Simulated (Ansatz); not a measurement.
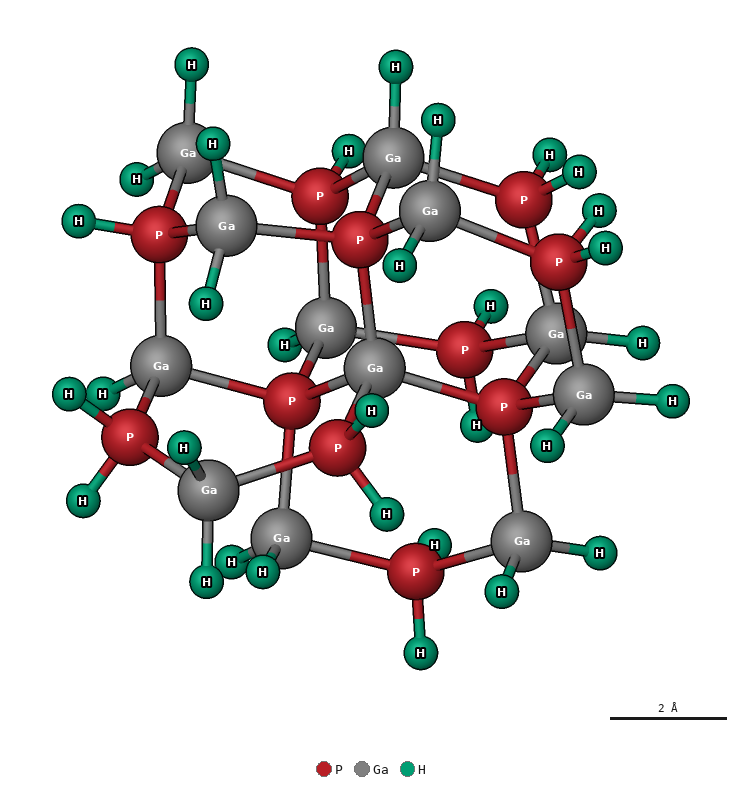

Figure 1. The structure as given in the input (ball-and-stick view, seen at a tilt). Sticks mark near contacts. Bond lengths as drawn: Ga–H 1.58 to 1.60 Å, Ga–P 2.33 to 2.45 Å and H–P 1.43 to 1.44 Å.

**Single-point calculation of Ga12P11H32 (charge −1)**

Ga12P11H32 (Ga12P11 zinc blende off sphere), charge −1, computed with RKS PBE0-D4/def2-TZVP (Ansatz 0.2.0).

The geometry comes from this level: PBE-D4/def2-SVP.

What the program printed
```
Functional definition: PBE0
  name "PBE0"
  cite "Adamo & Barone, J. Chem. Phys. 110, 6158 (1999) doi:10.1063/1.478522"
  cite "Perdew, Burke & Ernzerhof, Phys. Rev. Lett. 77, 3865 (1996) doi:10.1103/PhysRevLett.77.3865"
  parent pbe
  parameter a = 0.25
  parameter kappa = 0.804
  parameter beta = 0.06672455060314922
  exchange = (1 - a)*pbe_x(kappa = kappa, mu = beta*pi^2/3) + a*exact_x
  correlation = pbe_c(beta = beta)
these checks for a lower state are left out or cut short: starts
5176 factors; integrals over basis functions are off by at most 6.1e-1 eV
mean field evaluation 1: about -731121.2073 eV, gradient 4.1e2 eV
mean field evaluation 2: about -731132.8668 eV, gradient 1.6e1 eV
mean field evaluation 4: about -731133.4704 eV, gradient 5.8e-1 eV
mean field evaluation 8: about -731133.4729 eV, gradient 1.2e-5 eV
mean field -731133.47290523 eV, -26868.6595491998 hartree, gradient 1.2e-5 eV, S^2 0.000000; 0 other end points of the search recorded, 0 dependent functions left out
the calculation of the forces begins
reference -731133.47299724 eV, -26868.6595525811 hartree; 285, 285 occupied and 890, 890 virtual orbitals, 5176 factors
Total energy: -731138.02368122 eV, -26868.8267871329 hartree
Atom 0 at    -4.017030     1.856228    -0.728034 Å, force    -0.421012     0.153304    -0.175255 eV/Å
Atom 1 at    -1.923218    -3.262334     2.236040 Å, force    -0.111829    -0.468325     0.050636 eV/Å
Atom 2 at     1.177418    -3.618784    -0.572421 Å, force     0.025345    -0.488949     0.010732 eV/Å
Atom 3 at    -1.382585     1.605511    -3.451774 Å, force    -0.242644     0.139950    -0.183457 eV/Å
Atom 4 at     1.068833    -1.066677    -3.343841 Å, force     0.177316    -0.177112    -0.189835 eV/Å
Atom 5 at    -1.580729    -1.025512    -0.682670 Å, force    -0.023280    -0.006455    -0.050564 eV/Å
Atom 6 at    -1.401722     1.700219     1.998730 Å, force     0.202392     0.073221     0.397002 eV/Å
Atom 7 at     1.156651    -1.014553     2.121127 Å, force     0.038363    -0.031725     0.017426 eV/Å
Atom 8 at     1.209601     1.727341    -0.753533 Å, force     0.011375     0.000866    -0.007328 eV/Å
Atom 9 at     3.717608    -1.087354    -0.700152 Å, force     0.491955    -0.053217    -0.007784 eV/Å
Atom 10 at     3.588621     1.852551     2.182094 Å, force     0.475299     0.043757     0.075972 eV/Å
Atom 11 at    -3.280900    -1.952931     0.714343 Å, force     0.064304    -0.021042    -0.002979 eV/Å
Atom 12 at    -2.866938     0.279522    -2.192729 Å, force     0.037949     0.039743     0.036529 eV/Å
Atom 13 at    -3.542339     2.708896     1.497101 Å, force     0.011469    -0.012799    -0.025483 eV/Å
Atom 14 at    -0.367714    -2.476739    -2.073549 Å, force     0.029462     0.036361     0.024389 eV/Å
Atom 15 at    -0.158785    -2.335127     3.627801 Å, force     0.000410     0.011955    -0.043641 eV/Å
Atom 16 at     2.608809    -2.430787     0.976731 Å, force    -0.034982     0.027205    -0.039146 eV/Å
Atom 17 at    -0.149110     0.232574    -4.999752 Å, force     0.003245     0.006229     0.064931 eV/Å
Atom 18 at    -0.343112     3.150190    -1.921974 Å, force     0.025209    -0.050741    -0.018428 eV/Å
Atom 19 at     2.520579     0.432694    -2.195567 Å, force    -0.033941    -0.028882     0.020987 eV/Å
Atom 20 at    -0.076256     0.288207     0.575045 Å, force    -0.013156     0.015731     0.019938 eV/Å
Atom 21 at     2.392538     0.348153     3.662416 Å, force    -0.011682    -0.002817    -0.046593 eV/Å
Atom 22 at     2.509808     3.272607     0.523722 Å, force    -0.009339    -0.041164    -0.005298 eV/Å
Atom 23 at    -4.296033     2.999376    -1.541046 Å, force     0.092519    -0.318515     0.224258 eV/Å
Atom 24 at    -5.358144     1.358905    -0.649854 Å, force     0.378443     0.134810    -0.018843 eV/Å
Atom 25 at    -2.788391    -3.998159     3.111233 Å, force     0.248141     0.220717    -0.247808 eV/Å
Atom 26 at    -1.425140    -4.390256     1.507391 Å, force    -0.147878     0.338424     0.209717 eV/Å
Atom 27 at     1.975469    -4.526783    -1.343035 Å, force    -0.223413     0.273180     0.215538 eV/Å
Atom 28 at     0.467849    -4.600989     0.189354 Å, force     0.206512     0.286177    -0.223227 eV/Å
Atom 29 at    -2.268739     2.375762    -4.277521 Å, force     0.240861    -0.209528     0.231166 eV/Å
Atom 30 at     1.923310    -1.946014    -4.089948 Å, force    -0.233267     0.242503     0.213997 eV/Å
Atom 31 at    -1.516087     0.986637     3.232846 Å, force     0.031345     0.209789    -0.354754 eV/Å
Atom 32 at    -0.498422     2.724948     2.419645 Å, force    -0.263965    -0.292187    -0.118657 eV/Å
Atom 33 at     4.529751    -1.970856    -1.484840 Å, force    -0.248146     0.249051     0.219962 eV/Å
Atom 34 at     4.786402    -0.399186    -0.042125 Å, force    -0.313301    -0.201766    -0.203549 eV/Å
Atom 35 at     4.674356     1.140932     1.577073 Å, force    -0.325557     0.211066     0.180987 eV/Å
Atom 36 at     4.392759     2.699833     3.013506 Å, force    -0.239619    -0.237158    -0.236171 eV/Å
Atom 37 at    -4.235290    -2.933439    -0.083651 Å, force     0.075767     0.094731     0.073999 eV/Å
Atom 38 at    -3.855474    -0.754893     1.587408 Å, force     0.031520    -0.095418    -0.078807 eV/Å
Atom 39 at    -3.974455    -0.555338    -2.956416 Å, force     0.103968     0.076934     0.066785 eV/Å
Atom 40 at    -4.606558     2.054542     2.468808 Å, force     0.089507     0.074484    -0.081395 eV/Å
Atom 41 at    -3.328698     4.269107     1.369725 Å, force    -0.031974    -0.139620     0.023606 eV/Å
Atom 42 at    -1.139472    -3.568983    -2.914594 Å, force     0.071760     0.102213     0.080255 eV/Å
Atom 43 at     0.703530    -3.552248     4.170981 Å, force    -0.076010     0.109062    -0.040151 eV/Å
Atom 44 at    -0.943694    -1.367426     4.611092 Å, force     0.067458    -0.089057    -0.072794 eV/Å
Atom 45 at     3.610872    -3.399216     1.718923 Å, force    -0.098455     0.095908    -0.072093 eV/Å
Atom 46 at    -1.150499    -0.736478    -5.760654 Å, force     0.090228     0.089173     0.055300 eV/Å
Atom 47 at     0.918547     1.103268    -5.787051 Å, force    -0.096730    -0.082240     0.054562 eV/Å
Atom 48 at     0.433140     4.292935    -2.700723 Å, force    -0.083030    -0.103238     0.081512 eV/Å
Atom 49 at    -1.466773     3.523548    -0.847742 Å, force     0.081555    -0.026408    -0.088855 eV/Å
Atom 50 at     3.587613     1.123857    -3.132461 Å, force    -0.099420    -0.064857     0.088563 eV/Å
Atom 51 at     1.376794     1.290347     4.435383 Å, force     0.093070    -0.081100    -0.053186 eV/Å
Atom 52 at     3.457910    -0.539769     4.434510 Å, force    -0.099712     0.081253    -0.059726 eV/Å
Atom 53 at     1.536542     4.168800     1.402703 Å, force     0.088952    -0.064223    -0.075561 eV/Å
Atom 54 at     3.654593     3.912038    -0.367573 Å, force    -0.103358    -0.049252     0.082618 eV/Å
Dipole moment:     0.458103    -0.978865    -0.078293 e Å
Checks for a lower state left out: starts
```

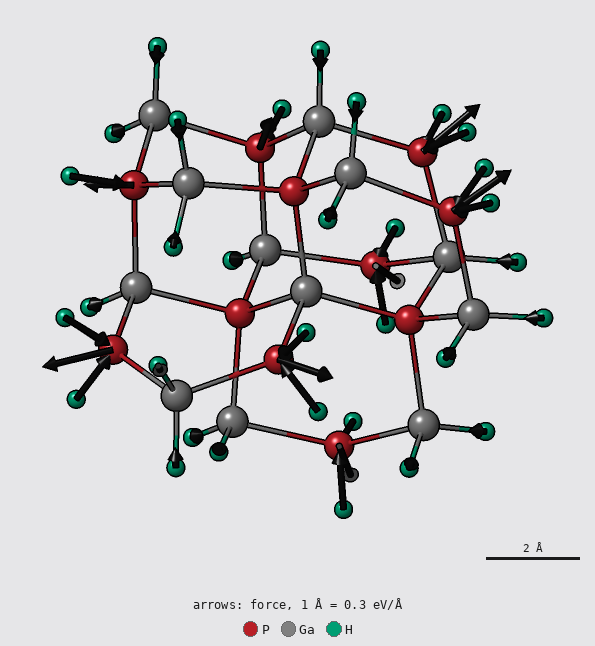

Figure 2. Forces on the atoms as black arrows (ball-and-stick view, seen at a tilt); the smallest are left out. The largest act on P3, P10 (0.49 eV/Å); P1, P2, P11 (0.48 eV/Å); P7 (0.45 eV/Å); H36 (0.43 eV/Å), among others. Atoms are counted from 1 in the order of the input and aren't labelled in the picture. The geometry is not a stationary point of this energy.

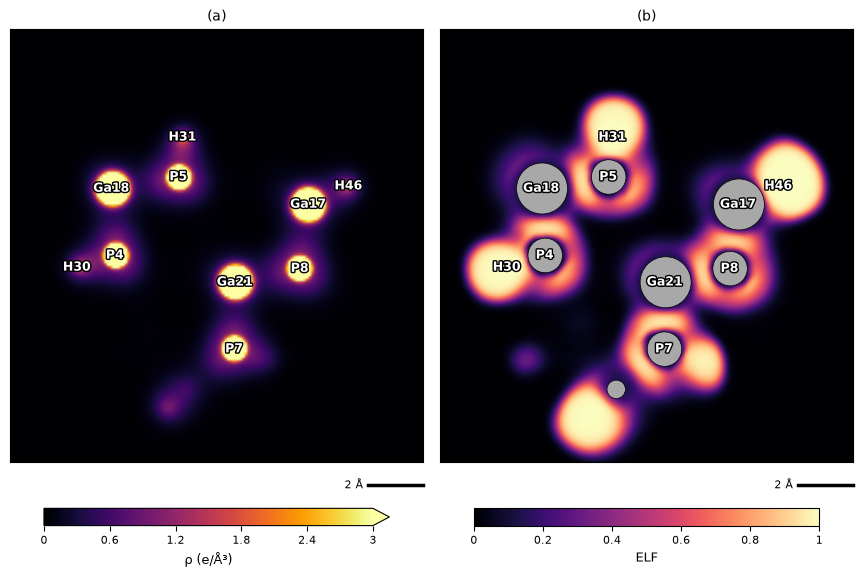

Figure 3. (a) electron density; (b) electron localisation function on the plane of atoms P7, Ga21 and P8. Grey discs, where drawn, cover atomic cores. The section cuts through P, Ga and H sites. P–H (1.44 Å): ρ is about 1 e/Å³ halfway; the ELF climbs to about 1 towards the hydrogen, as it does in any bond to H. Ga–P (2.40 Å): ρ is about 0.53 e/Å³ halfway; the ELF peaks at about 0.95 between the atoms (localised, shared-pair bonding).

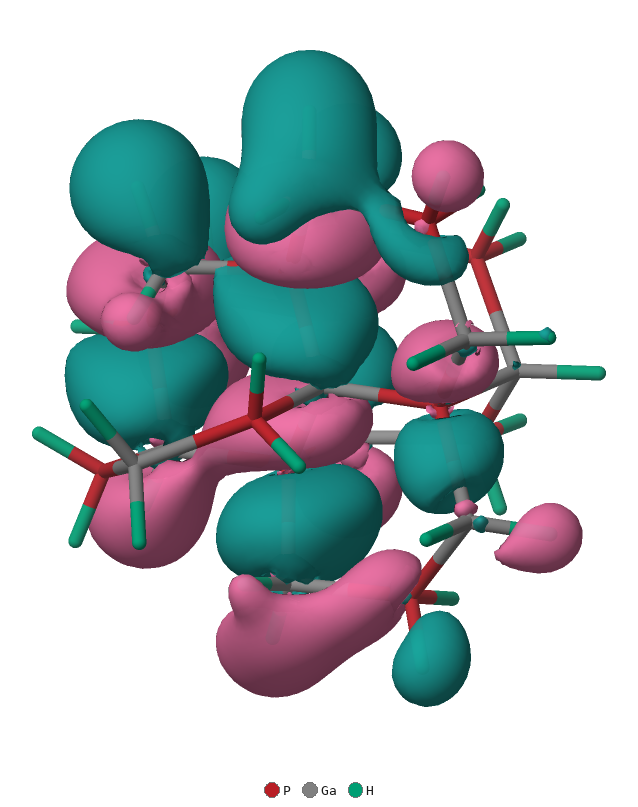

Figure 4. The HOMO at ±0.03 Å⁻³ᐟ² (teal and pink are the two phases), seen at a tilt. It is spread over the whole molecule. Its energy is −4.32 eV.

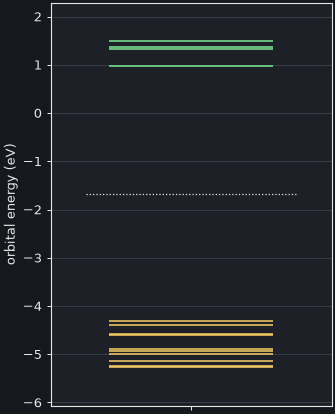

Figure 5. Orbital energies near the frontier; the dotted line parts filled from empty levels, and levels within 0.02 eV of each other stand side by side. Highest filled −4.32 eV, lowest empty 0.97 eV, 5.29 eV apart.

The run was set up as follows.

The input
```yaml
crystal:
  periodic: [false, false, false]
  atoms:
    - {symbol: P, position_ang: [-4.017030, 1.856228, -0.728034]}
    - {symbol: P, position_ang: [-1.923218, -3.262334, 2.236040]}
    - {symbol: P, position_ang: [1.177418, -3.618784, -0.572421]}
    - {symbol: P, position_ang: [-1.382585, 1.605511, -3.451774]}
    - {symbol: P, position_ang: [1.068833, -1.066677, -3.343841]}
    - {symbol: P, position_ang: [-1.580729, -1.025512, -0.682670]}
    - {symbol: P, position_ang: [-1.401722, 1.700219, 1.998730]}
    - {symbol: P, position_ang: [1.156651, -1.014553, 2.121127]}
    - {symbol: P, position_ang: [1.209601, 1.727341, -0.753533]}
    - {symbol: P, position_ang: [3.717608, -1.087354, -0.700152]}
    - {symbol: P, position_ang: [3.588621, 1.852551, 2.182094]}
    - {symbol: Ga, position_ang: [-3.280900, -1.952931, 0.714343]}
    - {symbol: Ga, position_ang: [-2.866938, 0.279522, -2.192729]}
    - {symbol: Ga, position_ang: [-3.542339, 2.708896, 1.497101]}
    - {symbol: Ga, position_ang: [-0.367714, -2.476739, -2.073549]}
    - {symbol: Ga, position_ang: [-0.158785, -2.335127, 3.627801]}
    - {symbol: Ga, position_ang: [2.608809, -2.430787, 0.976731]}
    - {symbol: Ga, position_ang: [-0.149110, 0.232574, -4.999752]}
    - {symbol: Ga, position_ang: [-0.343112, 3.150190, -1.921974]}
    - {symbol: Ga, position_ang: [2.520579, 0.432694, -2.195567]}
    - {symbol: Ga, position_ang: [-0.076256, 0.288207, 0.575045]}
    - {symbol: Ga, position_ang: [2.392538, 0.348153, 3.662416]}
    - {symbol: Ga, position_ang: [2.509808, 3.272607, 0.523722]}
    - {symbol: H, position_ang: [-4.296033, 2.999376, -1.541046]}
    - {symbol: H, position_ang: [-5.358144, 1.358905, -0.649854]}
    - {symbol: H, position_ang: [-2.788391, -3.998159, 3.111233]}
    - {symbol: H, position_ang: [-1.425140, -4.390256, 1.507391]}
    - {symbol: H, position_ang: [1.975469, -4.526783, -1.343035]}
    - {symbol: H, position_ang: [0.467849, -4.600989, 0.189354]}
    - {symbol: H, position_ang: [-2.268739, 2.375762, -4.277521]}
    - {symbol: H, position_ang: [1.923310, -1.946014, -4.089948]}
    - {symbol: H, position_ang: [-1.516087, 0.986637, 3.232846]}
    - {symbol: H, position_ang: [-0.498422, 2.724948, 2.419645]}
    - {symbol: H, position_ang: [4.529751, -1.970856, -1.484840]}
    - {symbol: H, position_ang: [4.786402, -0.399186, -0.042125]}
    - {symbol: H, position_ang: [4.674356, 1.140932, 1.577073]}
    - {symbol: H, position_ang: [4.392759, 2.699833, 3.013506]}
    - {symbol: H, position_ang: [-4.235290, -2.933439, -0.083651]}
    - {symbol: H, position_ang: [-3.855474, -0.754893, 1.587408]}
    - {symbol: H, position_ang: [-3.974455, -0.555338, -2.956416]}
    - {symbol: H, position_ang: [-4.606558, 2.054542, 2.468808]}
    - {symbol: H, position_ang: [-3.328698, 4.269107, 1.369725]}
    - {symbol: H, position_ang: [-1.139472, -3.568983, -2.914594]}
    - {symbol: H, position_ang: [0.703530, -3.552248, 4.170981]}
    - {symbol: H, position_ang: [-0.943694, -1.367426, 4.611092]}
    - {symbol: H, position_ang: [3.610872, -3.399216, 1.718923]}
    - {symbol: H, position_ang: [-1.150499, -0.736478, -5.760654]}
    - {symbol: H, position_ang: [0.918547, 1.103268, -5.787051]}
    - {symbol: H, position_ang: [0.433140, 4.292935, -2.700723]}
    - {symbol: H, position_ang: [-1.466773, 3.523548, -0.847742]}
    - {symbol: H, position_ang: [3.587613, 1.123857, -3.132461]}
    - {symbol: H, position_ang: [1.376794, 1.290347, 4.435383]}
    - {symbol: H, position_ang: [3.457910, -0.539769, 4.434510]}
    - {symbol: H, position_ang: [1.536542, 4.168800, 1.402703]}
    - {symbol: H, position_ang: [3.654593, 3.912038, -0.367573]}
basis:
  gaussian: {orbitals: def2-TZVP, fitting: {mean_field: def2-universal-jkfit}, initial_orbitals: start.molden}
total_charge: -1
hamiltonian: {xc: pbe0, dispersion: d4}
scf: {omitted_lower_state_checks: [starts]}
output: {forces: true, orbitals: {seedname: orbitals}}
```

Command:
```bash
ansatz run in.yaml --threads 11 --pin off --events-out ev --progress --plain --max-ram 166912MiB --backend cuda --devices 0, --max-vram 75GiB
```

Results in brief

| quantity | value |
| --- | --- |
| outcome | converged |
| total energy | −731138.0237 eV |
| mean-field energy | −731133.4730 eV |
| dispersion energy | −4.5507 eV |
| SCF solution under orbital rotations | stable |
| HOMO | −4.32 eV |
| LUMO | 0.97 eV |
| largest force (length of the vector) | 0.495 eV/Å |
| hardware | 11 CPU threads, shared host |
| wall time | 14 s (CPU time 34 s) |
| peak memory | 6.4 GiB |
